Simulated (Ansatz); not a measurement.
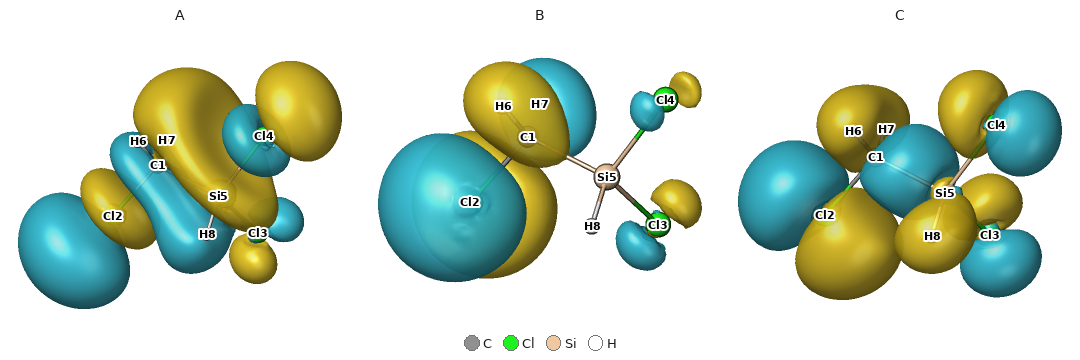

Figure. CH3Cl3Si (SMILES ClC[SiH](Cl)Cl). Three frontier orbitals at ±0.05 Å⁻³ᐟ² (yellow and cyan are the two phases), in no order.

Geometry: BLYP-D3(BJ)/def2-SVP.

The calculation used Ansatz, isolated molecule in a Gaussian basis; Kohn-Sham density functional theory, functional PBE0.

Input

```
crystal:
  periodic: [false, false, false]
  atoms:
    - {symbol: C, position_ang: [1.345493, 0.795252, -3.124336]}
    - {symbol: Cl, position_ang: [-0.141775, 0.270743, -4.046039]}
    - {symbol: Cl, position_ang: [-0.309646, 1.064465, -0.348889]}
    - {symbol: Cl, position_ang: [2.606259, 2.741393, -0.915494]}
    - {symbol: Si, position_ang: [0.842694, 2.032005, -1.782998]}
    - {symbol: H, position_ang: [2.051848, 1.256103, -3.841922]}
    - {symbol: H, position_ang: [1.820523, -0.103608, -2.687467]}
    - {symbol: H, position_ang: [0.074336, 3.176915, -2.340066]}
basis:
  gaussian: {orbitals: def2-TZVPD}
hamiltonian: {xc: {name: PBE0}}
output: {forces: true, orbitals: {seedname: orbitals}}
```

Run with:

```sh
ansatz run input.yaml --threads 2 --pin off --max-ram 4350MiB --events-out events.jsonl --progress --plain --runs-dir runs
```

**Order the three orbitals by energy and name them.**

B is the HOMO−1 (−9.00 eV). It lies mainly on Cl2 (about 85 %) and C1 (about 5 %); largely a lone pair of Cl2. C is the HOMO (−8.59 eV). Its weight (Hirshfeld) is mainly on Cl2 (about 55 %), C1 (about 15 %), Si5 (about 10 %) and Cl4 (about 10 %). A is the LUMO (−0.78 eV). It lies mainly on Cl2 (about 35 %), C1 (about 20 %), Si5 (about 20 %) and Cl4 (about 15 %).

**What is the HOMO–LUMO gap?**

7.81 eV between the orbital energies.
